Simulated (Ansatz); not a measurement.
# C2H5FS2: the cost of one run

The runs use Ansatz 0.2.0; RKS PBE-D4/def2-SVP.

1 further run of the same task is left out (set aside as unsound or not needed).

### Step 1. The starting structure

SMILES `CSSCF`, 10 atoms, charge 0, spin multiplicity 1.

Atoms are counted from 1 here; the program's logs count them from 0.

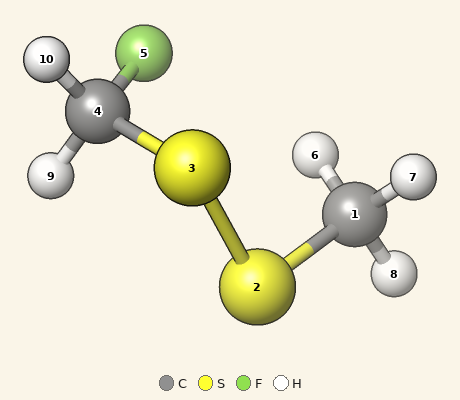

The starting geometry (carbon grey, sulfur yellow, fluorine green, hydrogen white); atoms are numbered from 1 in the order of the file.

Geometry (Å):

```tsv
atom	x (Å)	y (Å)	z (Å)
C1	-1.02220	1.09418	-1.02996
S2	-1.40635	-0.61994	-0.51457
S3	0.48354	-1.49265	-0.50754
C4	1.11684	-0.96370	1.11414
F5	1.45056	0.37491	1.15446
H6	-0.36258	1.58018	-0.28787
H7	-0.55212	1.10391	-2.03191
H8	-1.99601	1.62290	-1.07453
H9	0.34507	-1.16901	1.88609
H10	2.02635	-1.58206	1.29460
```

### Step 2. Relaxation

input.yaml reads:

```yaml
crystal:
  periodic: [false, false, false]
  atoms:
    - { symbol: C, position_ang: [-1.022204, 1.094178, -1.029961] }
    - { symbol: S, position_ang: [-1.406351, -0.619942, -0.514573] }
    - { symbol: S, position_ang: [0.483539, -1.492653, -0.507542] }
    - { symbol: C, position_ang: [1.116842, -0.9637, 1.114141] }
    - { symbol: F, position_ang: [1.450557, 0.374909, 1.154455] }
    - { symbol: H, position_ang: [-0.362579, 1.580175, -0.287872] }
    - { symbol: H, position_ang: [-0.55212, 1.103911, -2.031912] }
    - { symbol: H, position_ang: [-1.996009, 1.622897, -1.074527] }
    - { symbol: H, position_ang: [0.345073, -1.169015, 1.886087] }
    - { symbol: H, position_ang: [2.026351, -1.582061, 1.294604] }
basis:
  gaussian: { orbitals: def2-SVP }
hamiltonian:
  xc: pbe
  dispersion: d4
output:
  forces: true
relax:
  f_tol: 0.003
  max_steps: 120
```

Launch:

```console
$ ansatz run input.yaml --threads 1 --pin off --max-ram 2560MiB --backend cpu --events-out ev --progress --plain --runs-dir out
```

**Question.** How long does this run take on 1 thread of Arm Neoverse V1, shared host, and how much memory does it need?

About 18 s, with a peak of 0.14 GiB.
